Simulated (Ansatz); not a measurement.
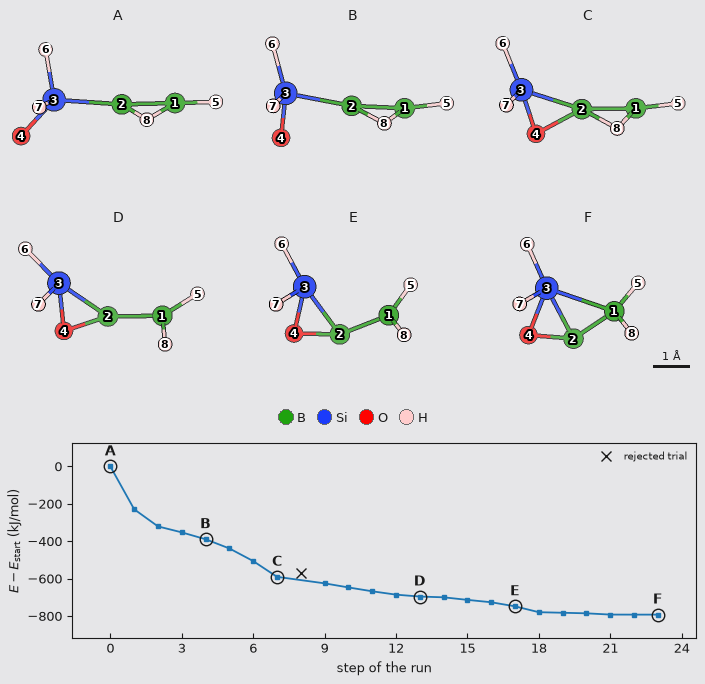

Frames of a relaxation of B₂SiH₄O, marked on the history of the run. The picture is a ball-and-stick view, seen at a tilt.

It is one of the separated reactants of a reaction.

These are results of RKS PBE-D4/def2-SVP (Ansatz), not measurements.

Input file:
```yaml
crystal:
  periodic: [false, false, false]
  atoms:
    - {symbol: B, position_ang: [-0.342299, 1.827354, -1.648476]}
    - {symbol: B, position_ang: [0.027737, 0.716233, -0.652829]}
    - {symbol: Si, position_ang: [0.480208, -0.570683, 0.744373]}
    - {symbol: O, position_ang: [-0.372038, -1.985572, 0.750969]}
    - {symbol: H, position_ang: [-0.625497, 2.679445, -2.409837]}
    - {symbol: H, position_ang: [0.224731, 0.245069, 1.976985]}
    - {symbol: H, position_ang: [1.903435, -0.987166, 0.734704]}
    - {symbol: H, position_ang: [0.369251, 0.935664, -1.503268]}
basis:
  gaussian: {orbitals: def2-SVP}
hamiltonian: {xc: pbe, dispersion: d4}
relax: {f_tol: 0.03, max_steps: 250}
```

Run as
```bash
ansatz run in.yaml --threads 2 --pin off --events-out ev --progress --plain --max-ram 4352MiB
```

**What happens along the run?**

The largest move after the best rigid fit is that of H5, 1.49 Å. By element the largest moves are H 1.49 Å, B 1.31 Å, O 1.09 Å, Si 0.78 Å. Among the contacts that change: B2–O4 3.071 → 1.287 Å, B2–H8 0.942 → 2.445 Å, B1–Si3 3.486 → 2.072 Å, Si3–O4 1.652 → 1.948 Å. New bonds form, among them: B2–O4 (3.07 → 1.29 Å). Bonds break, among them: B2–H8 (0.94 → 2.44 Å). Bond angles that change, for instance: B1–B2–Si3 174.6° → 67.0°, B2–Si3–O4 116.6° → 37.4°, B2–B1–H8 37.7° → 116.3°. After 22 accepted moves (23 points after the start) the energy has fallen by 792.0 kJ/mol. The largest force component goes from 13 to 0.023 eV/Å. The line search rejected the trial step at point 8 of the run. The run took 31 s on 2 threads of Arm Neoverse V2, with other jobs on the host. From step 0 to 4: O4 moves most (0.73 Å), energy −389.1 kJ/mol. From step 4 to 7: O4 moves most (0.58 Å), energy −200.9 kJ/mol. From step 7 to 13: H8 moves most (0.65 Å), energy −105.4 kJ/mol. From step 13 to 17: H5 moves most (0.68 Å), energy −52.4 kJ/mol. From step 17 to 23: B1 moves most (0.31 Å), energy −44.2 kJ/mol.

```tsv
step	E − E(0), kJ/mol	largest force component, eV/Å	note
0	0.00	12.9571	
1	-228.78	4.3493	
2	-320.44	1.5598	
3	-352.38	1.7359	
4	-389.08	1.8894	
5	-438.31	2.2988	
6	-505.75	2.7876	
7	-590.03	1.8373	
8	-570.48	8.6698	rejected
9	-624.87	0.8710	
10	-646.70	1.2768	
11	-667.35	1.2873	
12	-685.30	1.1741	
13	-695.47	0.7793	
14	-699.51	0.7507	
15	-713.24	0.4014	
16	-725.95	0.4380	
17	-747.83	0.8977	
18	-779.12	0.8135	
19	-782.05	1.5408	
20	-785.12	0.9777	
21	-791.82	0.1469	
22	-792.04	0.0301	
23	-792.04	0.0233
```
